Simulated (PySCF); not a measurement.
# [Eu(N2)]3+: other functionals and bases at one geometry

Aim: see how levels, charges and forces of [Eu(N2)]3+ depend on the level of theory. It is a constructed species; whether it can be made isn't addressed.

Method: several levels, as the steps say, no spin–orbit coupling; program: PySCF 2.14.0.

3 further runs of the same task are left out: 1 for a known fault of the program, 2 that didn't finish. Runs told in other sessions of the task aren't counted.

## (1) Starting geometry

3 atoms, charge 3, spin multiplicity 1.

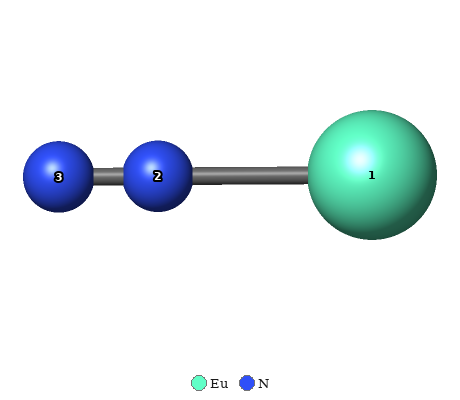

The structure; europium green, nitrogen blue; atoms are numbered from 1 in the order of the file.

As a file:

```
Eu    0.0000    0.0000   -0.4441
N     0.0000    0.0000    1.9821
N     0.0000    0.0000    3.1051
```

Formal oxidation states: Eu +3. Each metal's 6 4f electrons lie in its core potential, so multiplicities, spins and levels count the valence alone. An earlier session relaxed this geometry at PBE, Eu lcecp-1-SVP with ECP52, N def2-SVP (singlet, point group C∞v).

At PBE on the finer grid: E = -143.231950 Eh, HOMO -26.10 eV, LUMO -22.28 eV, Mulliken charge on Eu1 +2.65 e, largest force component 0.012 eV/Å. 

Levels to run: PBE0; r2SCAN; HF; wB97X; PBE, TZVP. Hardware: 2 threads of Arm Neoverse V1, shared host.

## (2) PBE0

run.py (the lines that set the calculation)

```python
mol = gto.M(atom='''
Eu     0.00000     0.00000    -0.44410
N      0.00000     0.00000     1.98212
N      0.00000     0.00000     3.10509''',
    basis={'Eu': 'lcecp-1-SVP', 'N': 'def2-SVP'},
    ecp={'Eu': 'lcecp-1-SVP'},
    charge=3, spin=0)
mf = dft.RKS(mol, xc='PBE0')
mf.grids.atom_grid = (75, 302)  # f atoms: unpruned, at least (60, 302)
mf = mf.density_fit()  # fitting sets: Eu AutoAux, N def2-universal-JKFIT
mf.conv_tol = 1e-08; mf.max_cycle = 55
mf.kernel(dm0)  # dm0: the density of the relaxed state
```

Launch:

```sh
$ OMP_NUM_THREADS=2 python run.py
```

What it wrote:

```text
init E= -143.21017430904
  HOMO = -1.02939350111306  LUMO = -0.776510468341547  gap/eV = 6.88130
cycle= 1 E= -143.211952082912  delta_E= -0.00178  |g|= 0.0219  |ddm|= 0.166
  HOMO = -1.02967248995639  LUMO = -0.781003865457461  gap/eV = 6.76662
cycle= 2 E= -143.211583321957  delta_E= 0.000369  |g|= 0.0486  |ddm|= 0.0502
  HOMO = -1.02712744337998  LUMO = -0.781335536867242  gap/eV = 6.68834
cycle= 3 E= -143.212043128339  delta_E= -0.00046  |g|= 0.00516  |ddm|= 0.0316
  HOMO = -1.02819740686926  LUMO = -0.780760106707182  gap/eV = 6.73311
cycle= 4 E= -143.212049063536  delta_E= -5.94e-06  |g|= 0.000886  |ddm|= 0.00533
  HOMO = -1.02790859885908  LUMO = -0.780742690631439  gap/eV = 6.72573
cycle= 5 E= -143.212049278726  delta_E= -2.15e-07  |g|= 0.000112  |ddm|= 0.000993
  HOMO = -1.02793748681517  LUMO = -0.780756275875165  gap/eV = 6.72614
cycle= 6 E= -143.212049281916  delta_E= -3.19e-09  |g|= 9.4e-06  |ddm|= 0.000194
  HOMO = -1.02793688147608  LUMO = -0.780758392591878  gap/eV = 6.72607
Extra cycle  E= -143.212049281929  delta_E= -1.3e-11  |g|= 7.79e-06  |ddm|= 1.97e-05
converged SCF energy = -143.212049281929
```

Run time: 1.2 s. Hardware: 2 threads of Arm Neoverse V1, shared host.

Read off: E = -143.212049 Eh, HOMO -27.97 eV, LUMO -21.25 eV, Mulliken charge on Eu1 +2.71 e, largest force component 2.342 eV/Å. 

## (3) r2SCAN

Changes to run.py (the lines that set the calculation) since step 2:

```diff
@@ -7,3 +7,3 @@
     charge=3, spin=0)
-mf = dft.RKS(mol, xc='PBE0')
+mf = dft.RKS(mol, xc='R2SCAN')
 mf.grids.atom_grid = (75, 302)  # f atoms: unpruned, at least (60, 302)
```

Launch:

```sh
$ OMP_NUM_THREADS=2 python run.py
```

What it wrote:

```text
init E= -143.298639554356
  HOMO = -0.978055112349129  LUMO = -0.79339614460773  gap/eV = 5.02483
cycle= 1 E= -143.299760018606  delta_E= -0.00112  |g|= 0.0191  |ddm|= 0.142
  HOMO = -0.975299842675778  LUMO = -0.795295522945942  gap/eV = 4.89817
cycle= 2 E= -143.299266217165  delta_E= 0.000494  |g|= 0.0535  |ddm|= 0.0465
  HOMO = -0.973599542671376  LUMO = -0.795495605970948  gap/eV = 4.84645
cycle= 3 E= -143.299826468592  delta_E= -0.00056  |g|= 0.00779  |ddm|= 0.0345
  HOMO = -0.975177713096365  LUMO = -0.79497748131584  gap/eV = 4.90350
cycle= 4 E= -143.299843537951  delta_E= -1.71e-05  |g|= 0.000549  |ddm|= 0.00836
  HOMO = -0.975098334620068  LUMO = -0.794846827557175  gap/eV = 4.90489
cycle= 5 E= -143.299843607055  delta_E= -6.91e-08  |g|= 6.41e-05  |ddm|= 0.000623
  HOMO = -0.975093630243503  LUMO = -0.794859089407329  gap/eV = 4.90443
cycle= 6 E= -143.299843608082  delta_E= -1.03e-09  |g|= 1.99e-05  |ddm|= 0.0001
  HOMO = -0.975091656830969  LUMO = -0.794861972387396  gap/eV = 4.90430
Extra cycle  E= -143.299843607854  delta_E= 2.28e-10  |g|= 3.91e-05  |ddm|= 5.26e-05
converged SCF energy = -143.299843607854
```

It took 1.9 s on 2 threads of Arm Neoverse V1, shared host.

Read off: E = -143.299844 Eh, HOMO -26.53 eV, LUMO -21.63 eV, Mulliken charge on Eu1 +2.71 e, largest force component 1.540 eV/Å. 

## (4) HF

Changes to run.py (the lines that set the calculation) since step 3:

```diff
@@ -7,4 +7,3 @@
     charge=3, spin=0)
-mf = dft.RKS(mol, xc='R2SCAN')
-mf.grids.atom_grid = (75, 302)  # f atoms: unpruned, at least (60, 302)
+mf = scf.RHF(mol)
 mf = mf.density_fit()  # fitting sets: Eu AutoAux, N def2-universal-JKFIT
```

Launch:

```sh
$ OMP_NUM_THREADS=2 python run.py
```

What it wrote:

```text
init E= -142.408862766814
  HOMO = -1.18323870156928  LUMO = -0.617155948950083  gap/eV = 15.40390
cycle= 1 E= -142.432565943401  delta_E= -0.0237  |g|= 0.0616  |ddm|= 0.427
  HOMO = -1.18328176190237  LUMO = -0.626816023364684  gap/eV = 15.14220
cycle= 2 E= -142.433870555035  delta_E= -0.0013  |g|= 0.0323  |ddm|= 0.142
  HOMO = -1.18152304439455  LUMO = -0.629643672681348  gap/eV = 15.01740
cycle= 3 E= -142.434107005429  delta_E= -0.000236  |g|= 0.0192  |ddm|= 0.0352
  HOMO = -1.17892519383734  LUMO = -0.630244262046368  gap/eV = 14.93037
cycle= 4 E= -142.434194541483  delta_E= -8.75e-05  |g|= 0.00189  |ddm|= 0.0301
  HOMO = -1.17943815419819  LUMO = -0.630153183236719  gap/eV = 14.94681
cycle= 5 E= -142.43419596628  delta_E= -1.42e-06  |g|= 0.000673  |ddm|= 0.00471
  HOMO = -1.17922583475583  LUMO = -0.630171795527729  gap/eV = 14.94052
cycle= 6 E= -142.434196123785  delta_E= -1.58e-07  |g|= 0.000181  |ddm|= 0.00128
  HOMO = -1.17925532861656  LUMO = -0.630159008610171  gap/eV = 14.94167
cycle= 7 E= -142.43419613483  delta_E= -1.1e-08  |g|= 1.95e-05  |ddm|= 0.000436
  HOMO = -1.17925678692147  LUMO = -0.630156683927525  gap/eV = 14.94177
cycle= 8 E= -142.434196134939  delta_E= -1.09e-10  |g|= 2.52e-06  |ddm|= 3.99e-05
  HOMO = -1.17925608225968  LUMO = -0.630156661709822  gap/eV = 14.94176
Extra cycle  E= -142.434196134941  delta_E= -2.27e-12  |g|= 1.1e-06  |ddm|= 5.85e-06
converged SCF energy = -142.434196134941
```

Run time: 0.7 s. Hardware: 2 threads of Arm Neoverse V1, shared host.

Result: E = -142.434196 Eh, HOMO -32.09 eV, LUMO -17.15 eV, Mulliken charge on Eu1 +2.81 e, largest force component 7.420 eV/Å. 

## (5) wB97X

Changes to run.py (the lines that set the calculation) since step 4:

```diff
@@ -7,3 +7,4 @@
     charge=3, spin=0)
-mf = scf.RHF(mol)
+mf = dft.RKS(mol, xc='WB97X')
+mf.grids.atom_grid = (75, 302)  # f atoms: unpruned, at least (60, 302)
 mf = mf.density_fit()  # fitting sets: Eu AutoAux, N def2-universal-JKFIT
```

Launch:

```sh
$ OMP_NUM_THREADS=2 python run.py
```

What it wrote:

```text
init E= -143.322821632421
  HOMO = -1.12449394770508  LUMO = -0.68320882292934  gap/eV = 12.00798
cycle= 1 E= -143.327014827524  delta_E= -0.00419  |g|= 0.0275  |ddm|= 0.192
  HOMO = -1.1217011903244  LUMO = -0.68635843517084  gap/eV = 11.84628
cycle= 2 E= -143.327193018711  delta_E= -0.000178  |g|= 0.0281  |ddm|= 0.0598
  HOMO = -1.11913383499599  LUMO = -0.687079996314954  gap/eV = 11.75678
cycle= 3 E= -143.327339818213  delta_E= -0.000147  |g|= 0.00954  |ddm|= 0.0215
  HOMO = -1.12021805283206  LUMO = -0.687079561950199  gap/eV = 11.78630
cycle= 4 E= -143.32736451562  delta_E= -2.47e-05  |g|= 0.00131  |ddm|= 0.0132
  HOMO = -1.11960154203359  LUMO = -0.687231158299431  gap/eV = 11.76540
cycle= 5 E= -143.327365179165  delta_E= -6.64e-07  |g|= 0.000151  |ddm|= 0.00236
  HOMO = -1.1196541981109  LUMO = -0.687249806169621  gap/eV = 11.76632
cycle= 6 E= -143.327365197017  delta_E= -1.79e-08  |g|= 2.24e-05  |ddm|= 0.000483
  HOMO = -1.11965184990241  LUMO = -0.687250112147811  gap/eV = 11.76625
cycle= 7 E= -143.32736519743  delta_E= -4.13e-10  |g|= 5.02e-06  |ddm|= 7.77e-05
  HOMO = -1.11965324595689  LUMO = -0.687249403768173  gap/eV = 11.76631
Extra cycle  E= -143.327365197446  delta_E= -1.55e-11  |g|= 3.12e-06  |ddm|= 1.29e-05
converged SCF energy = -143.327365197446
```

It took 1.7 s on 2 threads of Arm Neoverse V1, shared host.

It gives: E = -143.327365 Eh, HOMO -30.47 eV, LUMO -18.70 eV, Mulliken charge on Eu1 +2.73 e, largest force component 2.762 eV/Å. 

## (6) PBE, TZVP

Basis: Eu lcecp-1-TZVP with ECP52, N def2-TZVP. 

run.py (the lines that set the calculation)

```python
mol = gto.M(atom='''
Eu     0.00000     0.00000    -0.44410
N      0.00000     0.00000     1.98212
N      0.00000     0.00000     3.10509''',
    basis={'Eu': 'lcecp-1-TZVP', 'N': 'def2-TZVP'},
    ecp={'Eu': 'lcecp-1-TZVP'},
    charge=3, spin=0)
mf = dft.RKS(mol, xc='PBE')
mf.grids.atom_grid = (75, 302)  # f atoms: unpruned, at least (60, 302)
mf = mf.density_fit()  # fitting sets: Eu AutoAux, N def2-universal-JKFIT
mf.conv_tol = 1e-08; mf.max_cycle = 55
mf.kernel(dm0)  # dm0: free metal ions and neutral atoms
```

Launch:

```sh
$ OMP_NUM_THREADS=2 python run.py
```

What it wrote:

```text
init E= -133.906968624162
  HOMO = -1.52410820766265  LUMO = -1.45374736020982  gap/eV = 1.91462
cycle= 1 E= -142.3825614354  delta_E= -8.48  |g|= 2.43  |ddm|= 2.31
cycle= 2 E= -125.620741966358  delta_E= 16.8  |g|=  4.7  |ddm|= 3.95
  HOMO = -1.23503121788847  LUMO = -0.990548741573108  gap/eV = 6.65271
cycle= 3 E= -142.544080068914  delta_E= -16.9  |g|= 1.89  |ddm|= 3.83
  HOMO = -0.982605211277278  LUMO = -0.767477439725595  gap/eV = 5.85392
cycle= 4 E= -142.55511070444  delta_E= -0.011  |g|= 1.98  |ddm|= 1.69
  HOMO = -0.997816422624213  LUMO = -0.804385572002532  gap/eV = 5.26352
cycle= 5 E= -143.338875827069  delta_E= -0.784  |g|= 0.328  |ddm|= 1.13
  HOMO = -0.944776061342811  LUMO = -0.828342326040505  gap/eV = 3.16832
cycle= 6 E= -143.357720084904  delta_E= -0.0188  |g|= 0.111  |ddm|= 0.33
  HOMO = -0.960771511901466  LUMO = -0.819675959137055  gap/eV = 3.83941
cycle= 7 E= -143.361432104104  delta_E= -0.00371  |g|= 0.0283  |ddm|= 0.119
  HOMO = -0.961798225038862  LUMO = -0.818979651579302  gap/eV = 3.88629
cycle= 8 E= -143.361581150952  delta_E= -0.000149  |g|= 0.0061  |ddm|= 0.0184
  HOMO = -0.96137682875723  LUMO = -0.818734491572831  gap/eV = 3.88150
cycle= 9 E= -143.361588520459  delta_E= -7.37e-06  |g|= 0.000979  |ddm|= 0.00546
  HOMO = -0.961413142833461  LUMO = -0.818723553348709  gap/eV = 3.88278
cycle= 10 E= -143.361588732112  delta_E= -2.12e-07  |g|= 0.000102  |ddm|= 0.000852
  HOMO = -0.961436654576596  LUMO = -0.818717483041656  gap/eV = 3.88359
cycle= 11 E= -143.361588735013  delta_E= -2.9e-09  |g|= 1e-05  |ddm|= 0.000109
  HOMO = -0.961438510321374  LUMO = -0.818714985564595  gap/eV = 3.88370
Extra cycle  E= -143.36158873488  delta_E= 1.33e-10  |g|= 2.73e-05  |ddm|= 2.07e-05
converged SCF energy = -143.36158873488
```

It took 5.3 s on 2 threads of Arm Neoverse V1, shared host.

It gives: E = -143.361589 Eh, HOMO -26.16 eV, LUMO -22.28 eV, Mulliken charge on Eu1 +2.72 e, largest force component 1.106 eV/Å. 

## (7) All levels side by side

| level | state | HOMO (eV) | gap (eV) | charge on Eu1 (e) | dipole (D) | largest force component (eV/Å) | basis functions | time |
| --- | --- | --- | --- | --- | --- | --- | --- | --- |
| PBE (relaxed here) | singlet | -26.10 | 3.82 | 2.65 | 1.19 | 0.01 | 61 | 2.5 s |
| PBE0 | singlet | -27.97 | 6.73 | 2.71 | 1.58 | 2.34 | 61 | 1.2 s |
| r2SCAN | singlet | -26.53 | 4.90 | 2.71 | 1.54 | 1.54 | 61 | 1.9 s |
| HF | singlet | -32.09 | 14.94 | 2.81 | 2.13 | 7.42 | 61 | 0.7 s |
| wB97X | singlet | -30.47 | 11.77 | 2.73 | 1.85 | 2.76 | 61 | 1.7 s |
| PBE, TZVP | singlet | -26.16 | 3.88 | 2.72 | 1.10 | 1.11 | 109 | 5.3 s |

Times are on 2 threads of Arm Neoverse V1, shared host; the first row also made further properties. The dipole of a charged species depends on the origin, so these sizes hold for this origin alone.

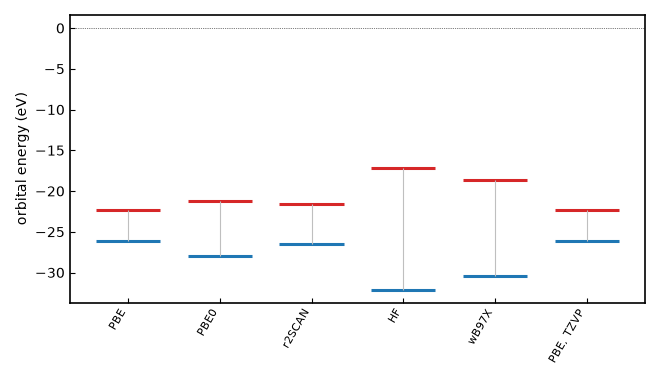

Highest filled and lowest empty level, method by method.

In one basis the HOMO–LUMO gap runs from 3.82 eV (PBE) to 14.94 eV (HF). The largest leftover force, 7.42 eV/Å with HF, stands at a geometry relaxed at another level. The Mulliken charge on Eu spans +2.65 to +2.81 e over the levels. With 4f in the core, its levels are missing from HOMO and gap, and its count is fixed, so no charge can pass from the ligands into it. Total energies of different levels can't be compared. Spin–orbit coupling is left out throughout.
